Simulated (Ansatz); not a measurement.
C2H5 (doublet)

```xyz
7

C     0.9254   -1.3769    1.3588
C     1.0874   -0.5549    0.1369
H     0.0950   -1.2030    2.0476
H     1.5331   -2.2709    1.5198
H     0.7585    0.4854    0.2912
H     0.4869   -0.9461   -0.7104
H     2.1323   -0.5335   -0.2121
```

Geometry: PBE0-D3(BJ)/def2-SVP.

The calculation used Ansatz 0.2.0, isolated molecule in a Gaussian basis; Kohn-Sham density functional theory, functional PBE0.

**What will maps of the electron density, electron localisation function and spin density show?**

C–C (1.48 Å): ρ at the midpoint is about 1.8 e/Å³; the ELF peaks at about 0.95 between the atoms: a shared electron pair.
C–H (1.11 Å): the density is about 1.9 e/Å³ at the midpoint; the ELF climbs to about 1 towards the hydrogen, as it does in any bond to H; an ordinary covalent bond to hydrogen.
The unpaired spin (1 electron) lies mostly on C1 (about 0.8), in electrons by Hirshfeld's partition.

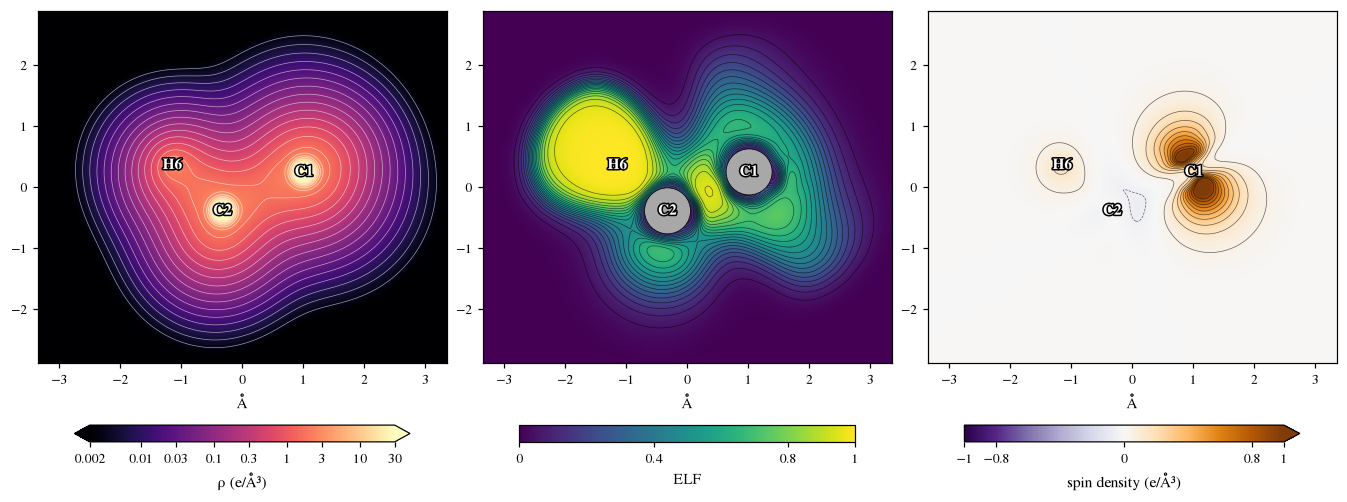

Computed electron density, electron localisation function and spin density on the plane of atoms C1, C2 and H6, in this order. Grey discs cover the atomic cores in the ELF map. 
